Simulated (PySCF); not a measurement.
# C2H7NSi (SMILES C=NC[SiH3]): levels of theory compared

We compute a comparison of 4 runs (HF/STO-3G, HF/def2-SVP, PBE0/def2-SVP, PBE0/6-311G**) of C2H7NSi. 

The calculation is run with PySCF 2.14.0.

### Step 1. The molecule

The species is C2H7NSi (11 atoms), meant as a singlet with charge 0. As SMILES, `C=NC[SiH3]`. Geometry: relaxed at PBE0-D4/def2-TZVP. This is one conformer, not always the lowest.

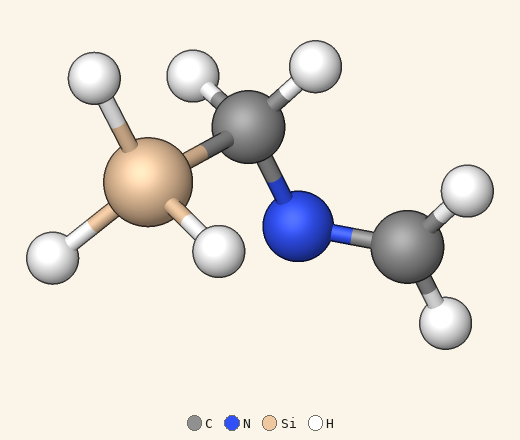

The structure, seen from a chosen angle (carbon grey, nitrogen blue, silicon light orange, hydrogen white).

### Step 2. Energy and forces at HF/STO-3G (run 1)

File calc.py:

```python
import pyscf.grad
from pyscf import gto, scf

mol = gto.Mole()
mol.atom = '''
C     -1.208291     3.532465     0.687671
N     -1.887081     1.347564     0.034015
C     -0.565028    -0.788016     1.063160
Si     1.334714    -2.376142    -1.516883
H     -2.165437     5.165566    -0.119431
H      0.315395     3.890946     2.053376
H     -1.946229    -2.175831     1.734580
H      0.690128    -0.305569     2.654120
H      3.268470    -0.588272    -2.494250
H     -0.339773    -3.180409    -3.617881
H      2.626530    -4.630018    -0.439172
'''
mol.charge = 0
mol.max_memory = 1860
mol.basis = 'sto-3g'
mol.verbose = 4
mol.unit = 'bohr'
mol.build()

calc0 = scf.RHF(mol)
calc0.conv_tol = 1e-10
calc0.kernel()
if not calc0.converged:
    calc0 = calc0.newton().run(calc0.mo_coeff, calc0.mo_occ)

e_tot = calc0.e_tot
print('Final energy', e_tot)
grad = calc0.Gradients().kernel()
calc0.analyze()
```

Started as:

```sh
$ OMP_NUM_THREADS=1 python calc.py
```

The program printed:

```text
PySCF version 2.14.0

[... 80 lines left out ...]
Nuclear Repulsion Energy =             156.461316955023705
[... 8 lines left out ...]
MO #3   energy= -11.0595763867403  occ= 2
[... 6 lines left out ...]
MO #10  energy= -0.905827638014435 occ= 2
[... 6 lines left out ...]
MO #17  energy= -0.421679031320667 occ= 2
[... 6 lines left out ...]
MO #24  energy= 0.535895401040683  occ= 0
[... 6 lines left out ...]
MO #31  energy= 1.02111445323136   occ= 0
[... 45 lines left out ...]
Dipole moment(X, Y, Z, Debye):  1.20721, -0.20089,  0.78869
```

Run time: 4.8 s. Hardware: 1 thread of Intel Xeon at 2.50GHz (Skylake/Cascade Lake), shared host; peak memory 0.12 GiB.

### Step 3. Energy and forces at HF/def2-SVP (run 2)

File calc.py:

```python
import pyscf.grad
from pyscf import gto

mol = gto.Mole()
mol.atom = [
    ('C', (-0.639400, 1.869300, 0.363900)),
    ('N', (-0.998600, 0.713100, 0.018000)),
    ('C', (-0.299000, -0.417000, 0.562600)),
    ('Si', (0.706300, -1.257400, -0.802700)),
    ('H', (-1.145900, 2.733500, -0.063200)),
    ('H', (0.166900, 2.059000, 1.086600)),
    ('H', (-1.029900, -1.151400, 0.917900)),
    ('H', (0.365200, -0.161700, 1.404500)),
    ('H', (1.729600, -0.311300, -1.319900)),
    ('H', (-0.179800, -1.683000, -1.914500)),
    ('H', (1.389900, -2.450100, -0.232400)),
]
mol.basis = 'def2-svp'
mol.max_memory = 1860
mol.verbose = 4
mol.build()

myscf = mol.RHF()
myscf.conv_tol = 1e-10
myscf.kernel()
if not myscf.converged:
    myscf = myscf.newton().run(myscf.mo_coeff, myscf.mo_occ)

energy = myscf.e_tot
print('E = %.10f Eh' % energy)
grad = myscf.Gradients().kernel()
myscf.analyze()
```

Started as:

```sh
$ OMP_NUM_THREADS=1 python calc.py
```

The program printed:

```text
PySCF version 2.14.0

[... 93 lines left out ...]
MO #5   energy= -6.12341195563874  occ= 2
[... 17 lines left out ...]
MO #23  energy= 0.20037314278797   occ= 0
[... 17 lines left out ...]
MO #41  energy= 0.722509964062501  occ= 0
[... 17 lines left out ...]
MO #59  energy= 1.42593309209557   occ= 0
[... 17 lines left out ...]
MO #77  energy= 2.21807638079352   occ= 0
[... 17 lines left out ...]
MO #95  energy= 3.71209199158151   occ= 0
[... 109 lines left out ...]
Dipole moment(X, Y, Z, Debye):  0.92994,  0.60869,  1.32373
```

It took 18 s on 1 thread of Intel Xeon at 2.50GHz (Skylake/Cascade Lake), shared host; peak memory 0.2 GiB.

### Step 4. Energy and forces at PBE0/def2-SVP (run 3)

File job.py:

```python
import pyscf.grad
from pyscf import gto, dft

molecule = gto.M(
    atom='''
C       -0.639400       1.869300       0.363900
N       -0.998600       0.713100       0.018000
C       -0.299000      -0.417000       0.562600
Si       0.706300      -1.257400      -0.802700
H       -1.145900       2.733500      -0.063200
H        0.166900       2.059000       1.086600
H       -1.029900      -1.151400       0.917900
H        0.365200      -0.161700       1.404500
H        1.729600      -0.311300      -1.319900
H       -0.179800      -1.683000      -1.914500
H        1.389900      -2.450100      -0.232400
''',
    max_memory=1860,
    verbose=3,
    basis='def2-svp',
)

ks = dft.RKS(molecule)
ks.xc = 'pbe0'
ks.grids.level = 5
ks.conv_tol = 1e-10
ks.kernel()
if not ks.converged:
    ks = ks.newton().run(ks.mo_coeff, ks.mo_occ)

energy = ks.e_tot
print('E = %.10f Eh' % energy)
grad = ks.Gradients().kernel()
dip = ks.dip_moment()
pop, q = ks.mulliken_pop()
```

Started as:

```sh
$ OMP_NUM_THREADS=1 python job.py
```

The program printed:

```text
converged SCF energy = -424.149368069774
[... 9 lines left out ...]
Dipole moment(X, Y, Z, Debye):  0.76537,  0.38973,  1.16522
[... 107 lines left out ...]
charge of   10H =     -0.07444
```

Run time: 63 s. Hardware: 1 thread of Intel Xeon at 2.50GHz (Skylake/Cascade Lake), shared host; peak memory 0.97 GiB.

### Step 5. Energy and gradient at PBE0/6-311G(d,p) (run 4)

File run.py:

```python
import pyscf.grad
from pyscf import gto, dft

mol = gto.M(
    atom=[
    ('C', (-0.639400, 1.869300, 0.363900)),
    ('N', (-0.998600, 0.713100, 0.018000)),
    ('C', (-0.299000, -0.417000, 0.562600)),
    ('Si', (0.706300, -1.257400, -0.802700)),
    ('H', (-1.145900, 2.733500, -0.063200)),
    ('H', (0.166900, 2.059000, 1.086600)),
    ('H', (-1.029900, -1.151400, 0.917900)),
    ('H', (0.365200, -0.161700, 1.404500)),
    ('H', (1.729600, -0.311300, -1.319900)),
    ('H', (-0.179800, -1.683000, -1.914500)),
    ('H', (1.389900, -2.450100, -0.232400)),
],
    charge=0,
    max_memory=1860,
    verbose=3,
    basis='6-311g**',
)

mf = dft.RKS(mol, xc='pbe0')
mf.grids.level = 5
mf.conv_tol = 1e-10
mf.kernel()
if not mf.converged:
    mf = mf.newton().run(mf.mo_coeff, mf.mo_occ)

e_tot = mf.e_tot
print('E(%s) = %.9f' % ('PBE0', e_tot))
grad = mf.Gradients().kernel()
dip = mf.dip_moment()
pop, q = mf.mulliken_pop()
```

Started as:

```sh
$ OMP_NUM_THREADS=1 python run.py
```

The program printed:

```text
converged SCF energy = -424.37944064576
[... 9 lines left out ...]
Dipole moment(X, Y, Z, Debye):  0.77058,  0.44834,  1.19660
[... 134 lines left out ...]
charge of   10H =     -0.11971
```

It took 1.7 min on 1 thread of Intel Xeon at 2.50GHz (Skylake/Cascade Lake), shared host; peak memory 1.3 GiB.

### Step 6. Overview of the runs

| run | level | integration grid | energy (Eh) | dipole moment (D) | HOMO energy (eV) | LUMO energy (eV) | wall time |
| --- | --- | --- | --- | --- | --- | --- | --- |
| 1 | HF/STO-3G | – | -418.183609 | 1.46 | -8.91 | 8.30 | 4.8 s |
| 2 | HF/def2-SVP | – | -422.964231 | 1.73 | -10.74 | 3.94 | 18 s |
| 3 | PBE0/def2-SVP | 5 | -424.149368 | 1.45 | -7.32 | -0.25 | 63 s |
| 4 | PBE0/6-311G** | 5 | -424.379441 | 1.49 | -7.40 | -0.31 | 1.7 min |

### Step 7. Results

| quantity | value |
| --- | --- |
| run 4: total energy | -424.37944 Eh |
| run 4: dipole moment | 1.49 D |
| run 4: HOMO energy | -7.40 eV |
| run 4: LUMO energy | -0.31 eV |
| run 4: HOMO–LUMO gap | 7.09 eV |
| run 4: largest force on an atom | 0.239 eV/Å |

The dipole moment (its size) runs from 1.45 D (PBE0/def2-SVP) to 1.73 D (HF/def2-SVP). The HOMO–LUMO gap runs from 7.06 eV (PBE0/def2-SVP) to 17.22 eV (HF/STO-3G). The two ends differ in method and basis. In run 1 the basis is minimal, so the values are rough. All runs together took 3.1 min, the longest 1.7 min.
